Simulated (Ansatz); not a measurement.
# A hypothetical structure for Co2CuSe2

Starting from a made-up structure for Co2CuSe2, the aim is the relaxed cell, its shortest contacts and, where a second run follows, its electronic structure.

Calculated with Ansatz 0.2.0; DFT, PBEsol, plane-wave PAW, files of the set soft_1, scalar-relativistic, ferromagnetic start, cell and ions relaxed at zero pressure; PAW set soft_1.

## (1) Starting point

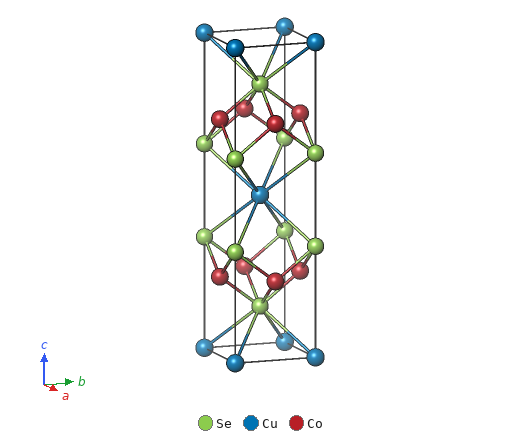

The starting structure, seen slightly off an axis (selenium green, copper blue, cobalt red). This picture shows the conventional cell, with its axes. Some periodic images of atoms are drawn too.

## (2) Relaxation of the guess

The guess takes its coordinates from another compound and its volume from a rule, so the cell and any free coordinates are relaxed together.

input.yaml

```yaml
crystal:
  lattice:
    - [-1.739, 1.739, 6.4935]
    - [1.739, -1.739, 6.4935]
    - [1.739, 1.739, -6.4935]
  atoms:
    - { symbol: Se, position: [0.6477, 0.6477, 0.0] }
    - { symbol: Se, position: [0.3523, 0.3523, 0.0] }
    - { symbol: Cu, position: [0.0, 0.0, 0.0], spin: 0.6 }
    - { symbol: Co, position: [0.25, 0.75, 0.5], spin: 2.0 }
    - { symbol: Co, position: [0.75, 0.25, 0.5], spin: 2.0 }
magnetization:
  spin_polarized: true
kpoints:
  mp_grid: { grid: [11, 11, 11] }
scf:
  occupations: { method: fermi_dirac, width: 0.05 }
hamiltonian:
  xc: pbesol
  pseudopotentials: { kind: paw, azcp: { folder: soft_1 }, xc_functional: pbe }
relax:
  f_tol: 0.015
  max_steps: 70
  cell: {}
output:
  forces: true
  stress: true
```

Launch:

```
$ ansatz run input.yaml --threads 4 --pin off --max-ram 8192MiB --backend cpu --events-out ev --progress --plain --runs-dir out
```

Numbers of over 12 decimals in the logs are rounded to 6 here.

The log of the run:

```text
basis.fft_grid_basis auto: the FFT boxes are laid along the combinations [[1, 0, 1], [0, 1, 1], [0, 0, 1]] of the cell's own vectors, 3.478, 3.478 and 6.944 Å long. The dense box has 24×24×48 points. Along the cell's own vectors, as sized, it would have 48×48×48, 4.00 times as many. Of the 16 symmetry operations that the crystal satisfies within crystal.symmetry.tolerance (time reversal apart; of a slab, those that k [...]
Engine: ansatz 0.2.0, aarch64-unknown-linux-gnu
Pseudopotentials: kind: paw
Pseudopotential: Se, paw, valence charge 16, recommended cutoff 420 eV (normal), soft_1/Se.paw.azcp
Pseudopotential: Cu, paw, valence charge 19, recommended cutoff 420 eV (normal), soft_1/Cu.paw.azcp
Pseudopotential: Co, paw, valence charge 17, recommended cutoff 420 eV (normal), soft_1/Co.paw.azcp
Functional definition: PBEsol
  exchange = pbesol_x
  correlation = pbesol_c
Crystal: 5 atoms, lattice volume = 78.549 Å³
Basis set: ecut = 420 eV, 1549 PW (Γ), FFT grids on a1+a3, a2+a3, a3, exchange–correlation on 48×48×96 points (8 copies of the dense FFT grid, shifted against one another)
Bands: 54, of which v1, the nominal top of the filled ones, is band 43 counted from 1 (42 counted from 0)
Symmetry: 16 space group operations
Space group: I4/mmm (ITA 139), of the structure as read, at distance tolerance 4.3e-5 Å
Magnetic group: BNS 139.531 (UNI 1191), of the structure as read, at distance tolerance 4.3e-5 Å
k-points: 126 of 1331
Non-local potential: Se, projectors of the file, l = 0: 2, l = 1: 2, l = 2: 3, l = 3: 1
Non-local potential: Cu, projectors of the file, l = 0: 3, l = 1: 2, l = 2: 3, l = 3: 1
Non-local potential: Co, projectors of the file, l = 0: 3, l = 1: 2, l = 2: 3, l = 3: 1
PAW form: soft (Blöchl's): semilocal exchange-correlation on the pseudo side does not see the compensation charge
PAW frozen core: Se, regenerated for the run's functional, and the local potential with it (the file was generated under x = pbe(κ = 0.804, μ = 0.219515), c = pbe(β = 0.066725))
PAW frozen core: Cu, regenerated for the run's functional, and the local potential with it (the file was generated under x = pbe(κ = 0.804, μ = 0.219515), c = pbe(β = 0.066725))
PAW frozen core: Co, regenerated for the run's functional, and the local potential with it (the file was generated under x = pbe(κ = 0.804, μ = 0.219515), c = pbe(β = 0.066725))
PAW one-centre angular grid: Se, 590 points (default); XC on 64 Gauss nodes
PAW one-centre angular grid: Cu, 590 points (default); XC on 64 Gauss nodes
PAW one-centre angular grid: Co, 590 points (default); XC on 64 Gauss nodes
Initial density: superposition of atomic densities (chi_scale 0.1, normalization cell, long waves kept (reshape's long-wave potential 0.01 eV rms))
Starting moments: Σ|m| = 4.6 μB on 3 of 5 sites
Initial wavefunctions: pseudopotential atomic-orbital guess
Functional: x = pbesol(κ = 0.804, μ = 0.123457), c = pbesol(β = 0.046)
SCF iter   1: F=—  HF=-27614.941329 eV  |F-HF|=—  |Δ(HF+E_count)|=         —  Δρ=6.85e-2 (↑2.67e-2 ↓6.85e-2)  dr2=1.07e1  dr2_m=4.43e-1  M=3.193 μB ∫|m|=3.305 μB  β_m=0.30  ethr=3.10e-3  ⟨swp⟩=5.8  Hψ=51005  notcnv=0  defer=14
Mixer restart at iter 1: flushing history
preconditioner: auto → Kerker (q_TF=auto, 2.764 Å⁻¹)  [metal: Δε(μ)=0.003 eV  Ē_g=9.579 eV  σ=0.050 eV  W_gap=0.02  n_scr=32 (ndim 8)  ℏωp=26.8 eV  f_vac=0.002  D(μ)=3.95/eV (n_scr^D=34)]
spin=Collinear: Kerker preconditioning applied to the charge; magnetization (m = ρ↑ − ρ↓) channel mixes plain (no charge-response kernel on spin).
SCF iter   2: F=—  HF=-27618.178349 eV  |F-HF|=—  |Δ(HF+E_count)|=    3.24e0  Δρ=5.77e-2 (↑1.71e-2 ↓5.77e-2)  dr2=8.29e0  dr2_m=6.08e-1  M=2.877 μB ∫|m|=3.010 μB  β_m=0.65  ethr=3.10e-3  ⟨swp⟩=2.5  Hψ=21763  notcnv=0  defer=938
SCF iter   3: F=—  HF=-27622.119915 eV  |F-HF|=—  |Δ(HF+E_count)|=    3.94e0  Δρ=5.55e-2 (↑2.99e-2 ↓5.55e-2)  dr2=5.07e0  dr2_m=6.60e-1  M=1.957 μB ∫|m|=2.108 μB  β_m=0.36  ethr=3.10e-3  ⟨swp⟩=3.0  Hψ=23459  notcnv=0  defer=958
SCF iter   4: F=—  HF=-27621.716760 eV  |F-HF|=—  |Δ(HF+E_count)|=   4.03e-1  Δρ=3.31e-2 (↑3.25e-2 ↓3.31e-2)  dr2=2.77e0  dr2_m=4.19e-1  M=1.286 μB ∫|m|=1.491 μB  β_m=0.53  ethr=3.10e-3  ⟨swp⟩=2.2  Hψ=28527  notcnv=0  defer=1064
SCF iter   5: F=—  HF=-27621.046230 eV  |F-HF|=—  |Δ(HF+E_count)|=   6.71e-1  Δρ=5.86e-2 (↑5.86e-2 ↓3.33e-2)  dr2=5.13e0  dr2_m=1.40e-1  M=0.361 μB ∫|m|=0.511 μB  β_m=0.73  ethr=3.10e-3  ⟨swp⟩=2.8  Hψ=21608  notcnv=0  defer=1030
SCF iter   6: F=—  HF=-27621.745753 eV  |F-HF|=—  |Δ(HF+E_count)|=   7.00e-1  Δρ=2.47e-2 (↑2.47e-2 ↓1.27e-2)  dr2=3.11e-1  dr2_m=1.72e-1  M=0.557 μB ∫|m|=0.719 μB  β_m=0.87  ethr=3.10e-3  ⟨swp⟩=2.8  Hψ=21412  notcnv=0  defer=826
SCF iter   7: F=—  HF=-27622.071038 eV  |F-HF|=—  |Δ(HF+E_count)|=         —  Δρ=3.21e-2 (↑3.21e-2 ↓1.04e-2)  dr2=1.20e0  dr2_m=1.15e-1  M=0.040 μB ∫|m|=0.117 μB  β_m=0.87  ethr=3.66e-4  ⟨swp⟩=2.3  Hψ=19247  notcnv=0  defer=878
Mixer restart at iter 7: flushing history
SCF iter   8: F=—  HF=-27622.644199 eV  |F-HF|=—  |Δ(HF+E_count)|=   5.73e-1  Δρ=5.73e-2 (↑5.48e-2 ↓5.73e-2)  dr2=6.92e0  dr2_m=2.99e-3  M=0.060 μB ∫|m|=0.094 μB  β_m=0.50  ethr=3.66e-4  ⟨swp⟩=4.0  Hψ=32975  notcnv=0  defer=878  recentre
SCF iter   9: F=—  HF=-27622.024272 eV  |F-HF|=—  |Δ(HF+E_count)|=   6.20e-1  Δρ=2.14e-2 (↑2.14e-2 ↓1.28e-2)  dr2=7.06e-1  dr2_m=3.74e-2  M=0.031 μB ∫|m|=0.077 μB  β_m=0.49  ethr=3.66e-4  ⟨swp⟩=3.1  Hψ=31975  notcnv=0  defer=823
SCF iter  10: F=—  HF=-27621.933343 eV  |F-HF|=—  |Δ(HF+E_count)|=   9.09e-2  Δρ=8.95e-3 (↑8.95e-3 ↓2.64e-3)  dr2=1.23e-1  dr2_m=8.81e-3  M=0.019 μB ∫|m|=0.043 μB  β_m=0.45  ethr=3.66e-4  ⟨swp⟩=2.1  Hψ=27526  notcnv=0  defer=816
SCF iter  11: F=—  HF=-27621.919177 eV  |F-HF|=—  |Δ(HF+E_count)|=   1.42e-2  Δρ=2.18e-3 (↑2.18e-3 ↓1.77e-3)  dr2=1.78e-2  dr2_m=7.35e-4  M=0.008 μB ∫|m|=0.015 μB  β_m=0.70  ethr=1.45e-4  ⟨swp⟩=2.0  Hψ=17760  notcnv=0  defer=816
SCF iter  12: F=—  HF=-27621.917717 eV  |F-HF|=—  |Δ(HF+E_count)|=   1.46e-3  Δρ=2.11e-3 (↑2.11e-3 ↓1.67e-3)  dr2=9.37e-3  dr2_m=1.04e-4  M=-0.004 μB ∫|m|=0.007 μB  β_m=0.85  ethr=2.09e-5  ⟨swp⟩=2.0  Hψ=17892  notcnv=0  defer=816
SCF iter  13: F=—  HF=-27621.917632 eV  |F-HF|=—  |Δ(HF+E_count)|=   8.51e-5  Δρ=1.16e-3 (↑1.16e-3 ↓9.93e-4)  dr2=3.31e-3  dr2_m=9.53e-6  M=-0.002 μB ∫|m|=0.003 μB  β_m=0.93  ethr=1.10e-5  ⟨swp⟩=1.0  Hψ=15741  notcnv=0  defer=816
SCF iter  14: F=—  HF=-27621.917442 eV  |F-HF|=—  |Δ(HF+E_count)|=   1.90e-4  Δρ=3.29e-4 (↑3.29e-4 ↓2.88e-4)  dr2=2.74e-4  dr2_m=1.25e-6  M=-0.000 μB ∫|m|=0.001 μB  β_m=0.75  ethr=3.89e-6  ⟨swp⟩=1.1  Hψ=13641  notcnv=0  defer=816
[...]
relax step   5: F+E_penalty+E_count = -27622.60466773 eV  Δ(F+E_penalty+E_count) = -1.540e-4 eV  max|allowed force component| = 3.105e-3 eV/Å  Δτ_max = 0.0013 Å  P = +0.026 GPa  Ω = 75.799 Å³  energy of the carried Pulay correction = +1.912e-3 eV  (8 SCF iters, dr2 threshold 3.72e-7 eV, accepted)
[...]
relax step   6: F+E_penalty+E_count = -27622.60467224 eV  Δ(F+E_penalty+E_count) = -4.513e-6 eV  max|allowed force component| = 2.144e-3 eV/Å  Δτ_max = 0.0001 Å  P = -0.006 GPa  Ω = 75.821 Å³  energy of the carried Pulay correction = +1.896e-3 eV  (9 SCF iters, dr2 threshold 8.54e-9 eV, accepted)
Basis set: ecut = 420 eV, 1469 PW (Γ), FFT grids on a1+a3, a2+a3, a3, exchange–correlation on 48×48×90 points (8 copies of the dense FFT grid, shifted against one another)
Initial wavefunctions: pseudopotential atomic-orbital guess (no wavefunctions were taken with the density)
iter 1 solved again at ethr=1.24e-7 eV; its pass at ethr=3.10e-3 eV (dr2=1.06e-4 eV) is discarded
SCF iter   1: F=—  HF=-27622.603006 eV  |F-HF|=—  |Δ(HF+E_count)|=         —  Δρ=1.41e-4 (↑1.41e-4 ↓1.41e-4)  dr2=1.23e-5  dr2_m=3.06e-13  M=-0.000 μB ∫|m|=0.000 μB  β_m=0.65  ethr=1.24e-7  ⟨swp⟩=3.1  Hψ=85640  notcnv=0
spin=Collinear: Kerker preconditioning applied to the charge; magnetization (m = ρ↑ − ρ↓) channel mixes plain (no charge-response kernel on spin).
SCF iter   2: F=—  HF=-27622.603054 eV  |F-HF|=—  |Δ(HF+E_count)|=   4.84e-5  Δρ=1.62e-4 (↑1.62e-4 ↓1.62e-4)  dr2=4.38e-5  dr2_m=5.31e-14  M=-0.000 μB ∫|m|=0.000 μB  β_m=0.50  ethr=1.45e-8  ⟨swp⟩=2.0  Hψ=24336  notcnv=0
SCF iter   3: F=—  HF=-27622.603056 eV  |F-HF|=—  |Δ(HF+E_count)|=   2.04e-6  Δρ=7.77e-5 (↑7.77e-5 ↓7.77e-5)  dr2=9.59e-6  dr2_m=4.12e-14  M=0.000 μB ∫|m|=0.000 μB  β_m=0.44  ethr=1.45e-8  ⟨swp⟩=2.0  Hψ=24314  notcnv=0
SCF iter   4: F=—  HF=-27622.603056 eV  |F-HF|=—  |Δ(HF+E_count)|=   1.97e-7  Δρ=9.98e-6 (↑9.98e-6 ↓9.98e-6)  dr2=3.58e-7  dr2_m=9.87e-16  M=-0.000 μB ∫|m|=0.000 μB  β_m=0.51  ethr=1.13e-8  ⟨swp⟩=2.0  Hψ=23904  notcnv=0
SCF iter   5: F=—  HF=-27622.603057 eV  |F-HF|=—  |Δ(HF+E_count)|=   6.27e-7  Δρ=1.17e-5 (↑1.17e-5 ↓1.17e-5)  dr2=4.57e-7  dr2_m=9.54e-16  M=-0.000 μB ∫|m|=0.000 μB  β_m=0.51  ethr=4.21e-10  ⟨swp⟩=2.0  Hψ=15587  notcnv=0
SCF iter   6: F=—  HF=-27622.603057 eV  |F-HF|=—  |Δ(HF+E_count)|=   3.89e-7  Δρ=7.29e-6 (↑7.29e-6 ↓7.28e-6)  dr2=2.06e-7  dr2_m=1.78e-15  M=-0.000 μB ∫|m|=0.000 μB  β_m=0.75  ethr=4.21e-10  ⟨swp⟩=2.0  Hψ=17646  notcnv=0
SCF iter   7: F=—  HF=-27622.603058 eV  |F-HF|=—  |Δ(HF+E_count)|=   2.68e-7  Δρ=5.58e-6 (↑5.58e-6 ↓5.58e-6)  dr2=1.58e-7  dr2_m=4.08e-16  M=0.000 μB ∫|m|=0.000 μB  β_m=0.80  ethr=2.42e-10  ⟨swp⟩=2.0  Hψ=17781  notcnv=0
SCF iter   8: F=—  HF=-27622.603058 eV  |F-HF|=—  |Δ(HF+E_count)|=   6.47e-8  Δρ=2.98e-6 (↑2.98e-6 ↓2.98e-6)  dr2=1.50e-8  dr2_m=2.70e-16  M=0.000 μB ∫|m|=0.000 μB  β_m=0.75  ethr=1.85e-10  ⟨swp⟩=2.0  Hψ=21641  notcnv=0
SCF iter   9: F=—  HF=-27622.603058 eV  |F-HF|=—  |Δ(HF+E_count)|=   5.77e-8  Δρ=5.89e-7 (↑5.89e-7 ↓5.89e-7)  dr2=5.25e-10  dr2_m=3.39e-17  M=0.000 μB ∫|m|=0.000 μB  β_m=0.87  ethr=1.76e-11  ⟨swp⟩=2.0  Hψ=24048  notcnv=0
SCF iter  10: F=—  HF=-27622.603058 eV  |F-HF|=—  |Δ(HF+E_count)|=   2.28e-8  Δρ=4.01e-7 (↑4.01e-7 ↓4.01e-7)  dr2=4.25e-10  dr2_m=1.84e-18  M=-0.000 μB ∫|m|=0.000 μB  β_m=0.89  ethr=1.00e-12  ⟨swp⟩=2.0  Hψ=24302  notcnv=0
SCF iter  11: F=—  HF=-27622.603058 eV  |F-HF|=—  |Δ(HF+E_count)|=  3.60e-10  Δρ=9.64e-8 (↑9.64e-8 ↓9.63e-8)  dr2=2.33e-11  dr2_m=1.82e-18  M=-0.000 μB ∫|m|=0.000 μB  β_m=0.94  ethr=1.00e-12  ⟨swp⟩=2.0  Hψ=18116  notcnv=0
SCF iter  12: F=-27622.603058 eV  HF=-27622.603058 eV  |F-HF|=3.64e-12  |Δ(HF+E_count)|=  7.28e-12  Δρ=7.23e-8 (↑7.23e-8 ↓7.23e-8)  dr2=2.00e-11  dr2_m=6.00e-20  M=-0.000 μB ∫|m|=0.000 μB  ethr=1.00e-12  ⟨swp⟩=3.0  Hψ=45972  notcnv=0
the starting moments were not kept: the SCF closed with an absolute magnetisation of 1.9e-10 μB, where they sum to 4.6 μB in size (3 sites). That is at most 0.1 of that sum. Measured as dr2_m measures the in/out step, that magnetisation stands 0 eV from none, at or under the dr2_threshold of 5.0e-11 eV: it is no larger than a step whose dr2_m would equal this threshold.
SCF 7 converged in 12 iterations: F = -27622.603058 eV  dr2 = 2.00e-11
relax step   7: F+E_penalty+E_count = -27622.60305762 eV  Δ(F+E_penalty+E_count) = +1.615e-3 eV  max|allowed force component| = 2.038e-3 eV/Å  Δτ_max = 0.0000 Å  P = -0.020 GPa  Ω = 75.821 Å³  stress off target by 4.39e-2 GPa  SCF on the basis re-selected at this cell (its energy is not comparable with the rows above)  (12 SCF iters)
basis re-selected at this cell: Δ(F+E_penalty+E_count) = +1.615e-3 eV, ΔP = -0.014 GPa vs the last step (what re-selecting the basis moved, of the pressure what is left beyond the Pulay correction that the steps carried, after the strain that the cell walked since its last selection, with what the two solves' SCF thresholds leave and, on support functions, any second-order correction that the steps lacked; it is no measure of the basis error at this ecutwfc). The dense FFT grid was sized anew with the basis: this SCF ran on 24×24×45 points, the steps before it on 24×24×48, so part of this shift can come from that change (see relax.cell in the input reference). [rest of the remark cut]
SCF converged after 12 iterations
Magnetization: -0.0000 μB (42.5000 up, 42.5000 down)
Absolute magnetization: 0.0000 μB (∫|ρ↑−ρ↓|, with the PAW one-centre terms)
Spin contamination: 0.0000 ħ² per cell (⟨S²⟩ above its minimum at these occupations)
Per-site moments (μB) at R_I (Å): [(-7.058724955123476e-12, 0.951550), (-7.058755010262745e-12, 0.951550), (5.219541059529451e-12, 1.213969), (-2.996856653567867e-11, 0.951550), (-2.996879786485176e-11, 0.951550)]
Free energy (F): -27622.603058 eV
Harris-Foulkes:  -27622.603058 eV  (|F-HF|=3.64e-12)
Internal energy: -27622.578050 eV  (E = F + TS)
E sigma→0 (E₀):  -27622.590554 eV
Entropy (-TS):   -0.025008 eV (-5.002 meV/atom)
Fermi energy:    13.834346 eV
--- Per-component energies (eV) ---
  E_band       = -1679.427665
  E_kinetic    = 1074.878896
  E_local      = -16600.970037  (includes V_loc(G=0)·N_el)
  E_nonlocal   = 1087.747072
  E_hartree    = 7765.782516
  E_xc         = -420.049192
  E_vxc        = -505.166908  (∫ρ·V_xc dr)
  E_paw        = -9051.786504  (= ΣΔE_a)
  E_vpaw       = -2267.482106  (= ΣTr[D̂ρ^β])
  E_aug_tail   = 0.000026  (compensation charges beyond the density's cutoff)
  E_ewald      = -11480.780771
  E_core_change = 2.599945  (= ΣΔE_core)
  E_smearing   = -0.025008  (= −TS)
  E_closure    = -0.000000  (closes the sum)
  Σ components = -27622.603058   (vs F -27622.603058, Δ=0.00e0)
--- Forces (eV/Å), atoms counted from 1 ---
  atom   1  Se     0.00000000     0.00000000     0.00203782
  atom   2  Se    -0.00000000     0.00000000    -0.00203782
  atom   3  Cu     0.00000000     0.00000000     0.00000000
  atom   4  Co     0.00000000     0.00000000     0.00000000
  atom   5  Co     0.00000000     0.00000000     0.00000000
  max |Σ_I F_I| component: 1.30e-18 eV/Å
--- Stress (GPa, compression-positive) ---
       -0.007925       0.000000       0.000000
        0.000000      -0.007925      -0.000000
       -0.000000       0.000000      -0.043934
  P = ⅓ Tr σ = -0.0199 GPa (-0.199 kbar)
--- Relaxed structure (6 steps of the walk, 6 accepted, 1 SCFs on fresh bases) ---
  F+E_penalty+E_count = -27622.60305762 eV   max|allowed force component| = 2.038e-3 eV/Å   (the final SCF, on the basis selected at the relaxed cell)
  cell:  # Å, volume = 75.8212 Å³
    - [-1.746634, 1.746634, 6.213358]
    - [1.746634, -1.746634, 6.213358]
    - [1.746634, 1.746634, -6.213358]
  atoms:
    - { symbol: Se, position: [0.628743, 0.628743, 0] }
    - { symbol: Se, position: [0.371257, 0.371257, 0] }
    - { symbol: Cu, position: [1.3021362428076272e-18, 1.3021362428076268e-18, 0] }
    - { symbol: Co, position: [0.250000, 0.75, 0.500000] }
    - { symbol: Co, position: [0.75, 0.250000, 0.500000] }
```

Wall time 2.4 min (4 threads of Arm Neoverse V1, shared host); peak memory 1 GiB.

Step by step:

| step | energy less that of the first step (eV) | largest force component (eV/Å) | pressure (GPa) | volume (Å³) |
| --- | --- | --- | --- | --- |
| 1 | 0.0000 | 3.5082 | 12.56 | 78.55 |
| 2 | -0.5556 | 1.4436 | 4.71 | 76.85 |
| 3 | -0.6822 | 0.2359 | 1.72 | 75.05 |
| 4 | -0.6871 | 0.0348 | 0.33 | 75.66 |
| 5 | -0.6873 | 0.0031 | 0.03 | 75.80 |
| 6 | -0.6873 | 0.0021 | -0.01 | 75.82 |
| 7* | -0.6857 | 0.0020 | -0.02 | 75.82 |

Relaxation steps marked * repeat the geometry before them on a plane-wave basis chosen anew for their cell, so energy and pressure can jump there.

The run keeps the 16 symmetry operations that it works with, so distortions that break them were not tested.

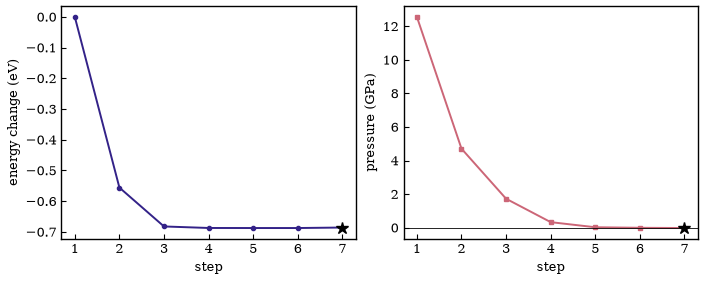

Energy and pressure along the relaxation. Stars mark steps on a basis chosen anew.

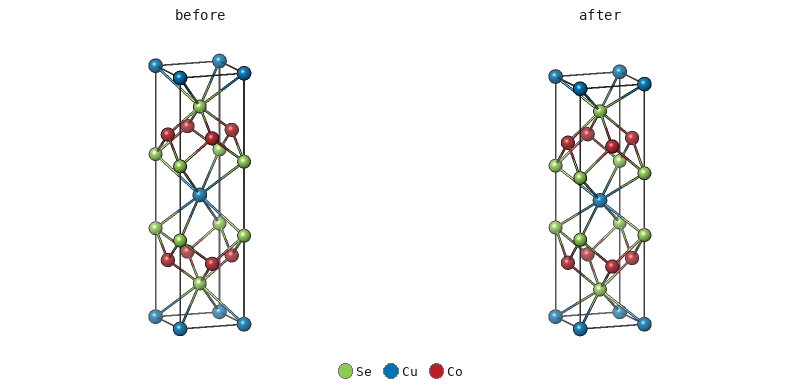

Before and after, at one scale.

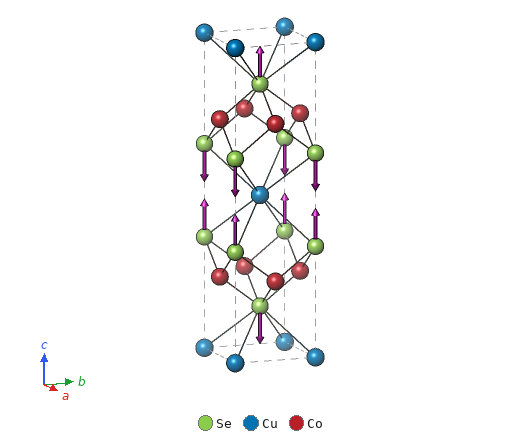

Displacements in the relaxation, exaggerated, measured against the changing cell; the longest in the cell stands for 0.24 Å. Some periodic images of atoms are drawn too.

```csv
"conventional cell, symmetrised",before,after,change
a (Å),3.478,3.493,+0.4 %
b (Å),3.478,3.493,+0.4 %
c (Å),12.987,12.427,-4.3 %
volume (Å³/atom),15.71,15.16,-3.5 %
```

The atoms that moved most (Å, as changes of fractional coordinates times the final cell):

| atom | dx | dy | dz | length |
| --- | --- | --- | --- | --- |
| Se2 | 0.000 | 0.000 | 0.236 | 0.236 |
| Se1 | 0.000 | 0.000 | -0.236 | 0.236 |

The relaxed structure:

```xyz
5
Lattice="-1.7466 1.7466 6.2134 1.7466 -1.7466 6.2134 1.7466 1.7466 -6.2134" Properties=species:S:1:pos:R:3 pbc="T T T"
Se    0.0000    0.0000    7.8132
Se    0.0000    0.0000    4.6135
Cu    0.0000    0.0000    0.0000
Co    1.7466    0.0000    3.1067
Co    0.0000    1.7466    3.1067
```

Numbers from this step:

```yaml
free_energy: -27622.6031 eV
energy_at_zero_smearing: -27622.5906 eV
smearing_term_ts: 0.02501 eV
fermi_energy: 13.83 eV
electrons: 85
symmetry_operations: 16
pressure: -0.01993 GPa
```

Shortest distances by pair of elements, guess and relaxed (not always the same contact):

```csv
pair,guess (Å),relaxed (Å)
Co–Se,2.188,2.307
Co–Co,2.459,2.470
Cu–Se,3.119,2.943
Se–Se,3.478,3.200
Cu–Cu,3.478,3.493
```

The relaxation ends with a largest force component of 0.0020 eV/Å and a pressure of -0.02 GPa. The starting moments have collapsed: the run ends non-magnetic.

## (3) Results

| Quantity | Value |
| --- | --- |
| space group, relaxed | I4/mmm |
| conventional cell | a = 3.493, b = 3.493, c = 12.427 Å; α = 90.0°, β = 90.0°, γ = 90.0° |
| volume per atom | 15.16 Å³ (guess 15.71) |
| total moment | 0.00 μB in the cell of 5 atoms |

What this shows: Co2CuSe2 relaxes to I4/mmm with a = 3.493, b = 3.493 and c = 12.427 Å. The guessed volume was 4 % too large. The space group I4/mmm was held in the relaxation, so the end point is a stationary structure within it and may be a saddle against distortions or other arrangements. The moments died out from this one start and weren't seeded again at the relaxed cell. Mesh and cutoff weren't tested. No dispersion term is used, so weakly bound directions may come out too long. Nothing here tests whether the compound is stable against decomposition.

[Logs are printed without paths, hosts, clocks, repeated set-up lines and the standing remarks that a program may print on its own settings, such as how far it seeks lower states.]

[Hosts, paths, dates, database ids (printed as entryN), source tags and the programs' standing remarks are cut or masked in the printed files.]
